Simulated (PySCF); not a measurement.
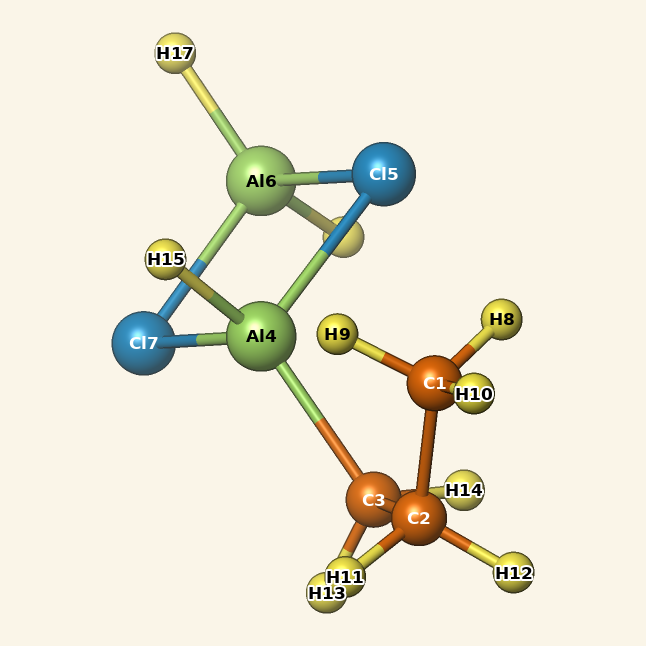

C3 lies behind C2. The molecule seen a little off the C2–C3 bond, C2 in front. Depth is shown by fading: the farther an atom, the more it takes the colour of the background. Geometry: an image of a reaction path computed with GFN2-xTB, not a minimum.

What is the torsion angle C1–C2–C3–Al4? The sign is positive where the front bond must turn clockwise to cover the back bond.

−31°, synclinal (gauche).
